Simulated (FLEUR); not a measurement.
# Fixed-spin-moment curve of AlNi with FLEUR, part 2 of 2

Wanted: E(M) for AlNi, with its minima.

FLEUR MaX-R8.1; PBE; all-electron FLAPW, Dirac cores, scalar-relativistic bands.

So far. Step 2 (Unconstrained state): After 24 cycles the seed has died away: no moment is left. Step 3 (No spin polarisation): Its energy lies -0.0 meV a cell from the free run's.

The database entry behind the starting cell differs from later determinations by our own check (about 0.2 % short), so it need not match the best structure at ambient conditions.

## Step 4: Moment fixed at 0.075 μB

Two Fermi energies hold the total moment; the run starts from the free run's density.

inp.xml reads:

```
<?xml version="1.0" encoding="UTF-8" standalone="no"?>
<fleurInput fleurInputVersion="0.39">
   <comment>
      AlNi
   </comment>
   <calculationSetup>
      <cutoffs Kmax="4.14" Gmax="12.4" GmaxXC="12.4" numbands="0"/>
      <scfLoop itmax="120" minDistance="0.00002" maxIterBroyd="15" imix="Anderson" alpha="0.05" precondParam="0.0" spinf="2.0" sdNocoIR="T"/>
      <coreElectrons ctail="T" frcor="F" kcrel="0" coretail_lmax="0"/>
      <xcFunctional name="pbe" relativisticCorrections="F"/>
      <magnetism jspins="2" fixed_moment="-0.075"/>
      <soc l_soc="F" theta="0.0" phi="0.0" spav="F"/>
      <expertModes spex="0" secvar="F"/>
      <geometryOptimization l_f="F" forcealpha="1.0" forcemix="BFGS" epsdisp="0.00001" epsforce="0.00001"/>
      <ldaU l_linMix="F" mixParam="0.05" spinf="1.0"/>
   </calculationSetup>
   <cell>
      <bzIntegration valenceElectrons="21.0" mode="hist" fermiSmearingEnergy="0.00183747">
         <kPointListSelection listName="default-1"/>
         <xi:include xmlns:xi="http://www.w3.org/2001/XInclude" href="kpts.xml"> </xi:include>
      </bzIntegration>
      <xi:include xmlns:xi="http://www.w3.org/2001/XInclude" href="sym.xml"> </xi:include>
      <bulkLattice scale="1.0">
         <bravaisMatrix>
            <row-1>    5.4443009649725989     0.0000000000000000     0.0000000000000000</row-1>
            <row-2>    0.0000000000000000     5.4443009649725989     0.0000000000000000</row-2>
            <row-3>    0.0000000000000000     0.0000000000000000     5.4443009649725989</row-3>
         </bravaisMatrix>
      </bulkLattice>
   </cell>
   <atomSpecies>
      <species name="Aluminum (Al)" element="Al" atomicNumber="13">
         <mtSphere radius="1.81" gridPoints="599" logIncrement="0.019"/>
         <atomicCutoffs lmax="8" lnonsphr="6"/>
         <electronConfig flipSpins="F">
            <coreConfig>(1s1/2) (2s1/2) (2p1/2) (2p3/2)</coreConfig>
            <valenceConfig>(3s1/2) (3p1/2) (3p3/2)</valenceConfig>
            <stateOccupation state="(3p1/2)" spinUp="0.166667" spinDown="0.166667"/>
            <stateOccupation state="(3p3/2)" spinUp="0.333333" spinDown="0.333333"/>
         </electronConfig>
         <energyParameters s="3" p="3" d="3" f="4"/>
      </species>
      <species name="Nickel (Ni1.001" element="Ni" atomicNumber="28">
         <mtSphere radius="2.65" gridPoints="877" logIncrement="0.014"/>
         <atomicCutoffs lmax="10" lnonsphr="8"/>
         <electronConfig flipSpins="F">
            <coreConfig>(1s1/2) (2s1/2) (2p1/2) (2p3/2)</coreConfig>
            <valenceConfig>(3s1/2) (3p1/2) (3p3/2) (4s1/2) (3d3/2) (3d5/2)</valenceConfig>
            <stateOccupation state="(3d3/2)" spinUp="1.6" spinDown="1.6"/>
            <stateOccupation state="(3d5/2)" spinUp="2.9005" spinDown="1.8995"/>
         </electronConfig>
         <energyParameters s="4" p="4" d="3" f="4"/>
         <lo type="SCLO" l="0" n="3" eDeriv="0"/>
         <lo type="SCLO" l="1" n="3" eDeriv="0"/>
      </species>
   </atomSpecies>
   <atomGroups>
      <atomGroup species="Aluminum (Al)">
         <relPos label="                   1">.0000000000 .0000000000 .0000000000</relPos>
         <force calculate="T" relaxXYZ="TTT"/>
      </atomGroup>
      <atomGroup species="Nickel (Ni1.001">
         <relPos label="                   2">1.000/2.000 1.000/2.000 1.000/2.000</relPos>
         <force calculate="T" relaxXYZ="TTT"/>
      </atomGroup>
   </atomGroups>
   <output dos="F" band="F" slice="F">
      <bandDOS minEnergy="-.5*Htr" maxEnergy="0.5*Htr" sigma="0.015" storeEVData="T"/>
      <plotting iplot="0" polar="F">
         <plot TwoD="T" vec1="  1.0  0.0  0.0" vec2="  0.0  1.0  0.0" vec3="  0.0  0.0  1.0" zero="  0.0  0.0  0.0" file="plot"/>
      </plotting>
      <moessbauerParams electricFieldGradient="F" isomerShift="F" coreHyperfine="F" valenceHyperfine="F"/>
   </output>
</fleurInput>
```

The run is started by

```sh
OMP_NUM_THREADS=1 mpirun -n 4 fleur_MPI > fleur.log
```

The program printed:

```text
[banner, memory and clock lines left out]
Welcome to FLEUR        (www.flapw.de)
      MaX-Release 8.1          (www.max-centre.eu)

 ========== k-point set info ==========
 Selected k-point list: default-1
 k-point list type: mesh
 12 x 12 x 12
 Number of k points: 84

 [... set-up left out ...]
 Iteration:     1   Distance:       1.55629447 me/bohr^3
 Iteration:     2   Distance:       1.48930680 me/bohr^3
 Iteration:     3   Distance:       0.13070369 me/bohr^3
 Iteration:     4   Distance:       0.07426618 me/bohr^3
 Iteration:     5   Distance:       0.02594286 me/bohr^3
 Iteration:     6   Distance:       0.01821290 me/bohr^3
 Iteration:     7   Distance:       0.00312651 me/bohr^3
 Iteration:     8   Distance:       0.00223966 me/bohr^3
 Iteration:     9   Distance:       0.00037724 me/bohr^3
 Iteration:    10   Distance:       0.00011434 me/bohr^3
 Iteration:    11   Distance:       0.00010239 me/bohr^3
 Iteration:    12   Distance:       0.00001594 me/bohr^3

 ********************************************************************
 Run finished successfully
 Stop message:
   all done
 ********************************************************************

--- out.xml (last complete iteration) ---
<iteration numberForCurrentRun="   12" overallNumber="   36">
         [... left out ...]
         <bandgap value="0.0058761169" units="eV"/>
         <sumValenceSingleParticleEnergies value="-7.8657702155" units="Htr"/>
         <bandgap value="0.0331308792" units="eV"/>
         <sumValenceSingleParticleEnergies value="-15.7242260832" units="Htr"/>
         <FermiEnergy value="0.3570385485" units="Htr"/>
         <FixedTotalMoment fermiEnergyUp="0.3528577639" fermiEnergyDown="0.3570385485" units="Htr"/>
         [... left out ...]
         <magneticMomentsInMTSpheres units="muBohr">
            <globalMagMoment atomType="1" vec="0.00000   0.00000  -0.00379"/>
            <globalMagMoment atomType="2" vec="0.00000   0.00000  -0.06207"/>
         </magneticMomentsInMTSpheres>
         [... left out ...]
         <totalEnergy value="    -1763.7027006831" units="Htr">
            <sumOfEigenvalues value="    -1000.0356892898">
               <coreElectrons value="-984.3114632066"/>
               <valenceElectrons value="-15.7242260832"/>
            </sumOfEigenvalues>
         [... left out ...]
            <freeEnergy value="-1763.7029636263"/>
            <extrapolationTo0K value="-1763.7028321547"/>
         </totalEnergy>
         <densityConvergence units="me/bohr^3">
            <chargeDensity spin="1" distance="0.0000086172"/>
            <chargeDensity spin="2" distance="0.0000078379"/>
            <overallChargeDensity distance="0.0000041754"/>
            <spinDensity distance="0.0000159356"/>
         </densityConvergence>
      </iteration>
```

Wall time 6.9 s (4 MPI ranks of AMD EPYC 9R45, shared host); peak memory 0.24 GiB; 27 s of CPU time.

This step gave:

| Quantity | Value |
| --- | --- |
| magnetization | -0.075 μB |

Its energy lies +2.1 meV a cell from the free run's.

## Step 5: Moment fixed at 0.15 μB

Edit inp.xml of step 4 so:

```diff
@@ -10,3 +10,3 @@
       <xcFunctional name="pbe" relativisticCorrections="F"/>
-      <magnetism jspins="2" fixed_moment="-0.075"/>
+      <magnetism jspins="2" fixed_moment="-0.15"/>
       <soc l_soc="F" theta="0.0" phi="0.0" spav="F"/>
```

The program printed:

```text
[banner, memory and clock lines left out]
Welcome to FLEUR        (www.flapw.de)
      MaX-Release 8.1          (www.max-centre.eu)

 ========== k-point set info ==========
 Selected k-point list: default-1
 k-point list type: mesh
 12 x 12 x 12
 Number of k points: 84

 [... set-up left out ...]
 Iteration:     1   Distance:       3.10285049 me/bohr^3
 Iteration:     2   Distance:       2.96880649 me/bohr^3
 Iteration:     3   Distance:       0.48106548 me/bohr^3
 Iteration:     4   Distance:       0.15121799 me/bohr^3
 Iteration:     5   Distance:       0.11733770 me/bohr^3
[...]
<sumOfEigenvalues value="    -1000.0409875977">
               <coreElectrons value="-984.3128881083"/>
               <valenceElectrons value="-15.7280994894"/>
            </sumOfEigenvalues>
         [... left out ...]
            <freeEnergy value="-1763.7027248595"/>
            <extrapolationTo0K value="-1763.7025953526"/>
         </totalEnergy>
         <densityConvergence units="me/bohr^3">
            <chargeDensity spin="1" distance="0.0000050074"/>
            <chargeDensity spin="2" distance="0.0000050568"/>
            <overallChargeDensity distance="0.0000071227"/>
            <spinDensity distance="0.0000071104"/>
         </densityConvergence>
      </iteration>
```

Wall time 7.8 s (4 MPI ranks); peak memory 0.24 GiB; 30 s of CPU time.

Read from the output:

```yaml
magnetization: -0.15 μB
```

Its energy lies +8.6 meV a cell from the free run's.

## Step 6: Moment fixed at 0.225 μB

Edit inp.xml of step 5 so:

```diff
@@ -10,3 +10,3 @@
       <xcFunctional name="pbe" relativisticCorrections="F"/>
-      <magnetism jspins="2" fixed_moment="-0.15"/>
+      <magnetism jspins="2" fixed_moment="-0.225"/>
       <soc l_soc="F" theta="0.0" phi="0.0" spav="F"/>
```

The program printed:

```text
[banner, memory and clock lines left out]
Welcome to FLEUR        (www.flapw.de)
      MaX-Release 8.1          (www.max-centre.eu)

 ========== k-point set info ==========
 Selected k-point list: default-1
 k-point list type: mesh
 12 x 12 x 12
 Number of k points: 84

 [... set-up left out ...]
 Iteration:     1   Distance:       4.62131204 me/bohr^3
 Iteration:     2   Distance:       4.41924883 me/bohr^3
 Iteration:     3   Distance:       0.98491447 me/bohr^3
 Iteration:     4   Distance:       0.22830882 me/bohr^3
 Iteration:     5   Distance:       0.17346031 me/bohr^3
[...]
<sumOfEigenvalues value="    -1000.0506845352">
               <coreElectrons value="-984.3156381377"/>
               <valenceElectrons value="-15.7350463975"/>
            </sumOfEigenvalues>
         [... left out ...]
            <freeEnergy value="-1763.7023156059"/>
            <extrapolationTo0K value="-1763.7021762045"/>
         </totalEnergy>
         <densityConvergence units="me/bohr^3">
            <chargeDensity spin="1" distance="0.0000071864"/>
            <chargeDensity spin="2" distance="0.0000059607"/>
            <overallChargeDensity distance="0.0000123607"/>
            <spinDensity distance="0.0000046438"/>
         </densityConvergence>
      </iteration>
```

Elapsed: 7.8 s, on 4 MPI ranks; peak memory 0.24 GiB; 30 s of CPU time.

Read from the output:

```
magnetization : -0.225 μB
```

Its energy lies +19.7 meV a cell from the free run's.

## Step 7: E(M)

The other moments were run in the same way.

Table of energy over the lowest by total spin moment:

| total spin moment (μB a cell) | energy over the lowest (meV a cell) |
| --- | --- |
| 0.000 | 0 |
| 0.000 | 8.8e-4 |
| 0.075 | 2.10 |
| 0.150 | 8.59 |
| 0.225 | 19.7 |
| 0.300 | 35.1 |
| 0.375 | 56.6 |
| 0.450 | 85.7 |
| 0.525 | 124 |
| 0.600 | 167 |

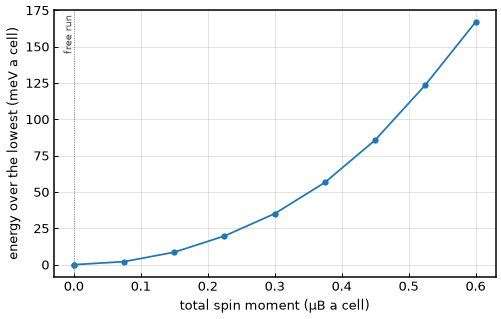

Energy over the lowest against total spin moment.

The moment, largest sphere moment by total spin moment:

| total spin moment (μB a cell) | moment, largest sphere moment (μB) |
| --- | --- |
| 0.000 | 0 |
| 0.000 | 0 |
| 0.075 | 0.0621 |
| 0.150 | 0.124 |
| 0.225 | 0.187 |
| 0.300 | 0.250 |
| 0.375 | 0.312 |
| 0.450 | 0.374 |
| 0.525 | 0.433 |
| 0.600 | 0.491 |

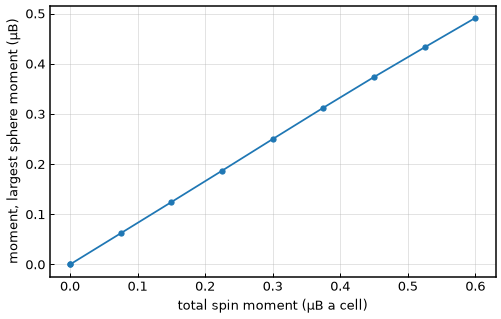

Moment, largest sphere moment, plotted against total spin moment.

## Step 8: Summary of results

| Quantity | Value |
| --- | --- |
| moment of the free run | 2.0e-7 μB a cell |
| moment of the lowest point | 0 μB a cell |
| energy of the spinless run | 0 meV a cell over the lowest |

In words: The curve is lowest at zero moment. The free run fell to the same state without moments. Opposed orders, which also have no total moment, were not run. Core electrons leak out of the spheres (0.029 e), which costs some accuracy.

[Logs and program files are shortened in this print: banners, set-up blocks, solver, clock and traceback lines can be left out without a mark of their own.]

[Logs are printed without paths, hosts, clocks, repeated set-up lines and the standing remarks that a program may print on its own settings, such as how far it seeks lower states.]

[Hosts, paths, dates, database ids (printed as entryN), source tags and the programs' standing remarks are cut or masked in the printed files.]

[Where a cell is said to come from a database of computed structures, the database is the Materials Project.]
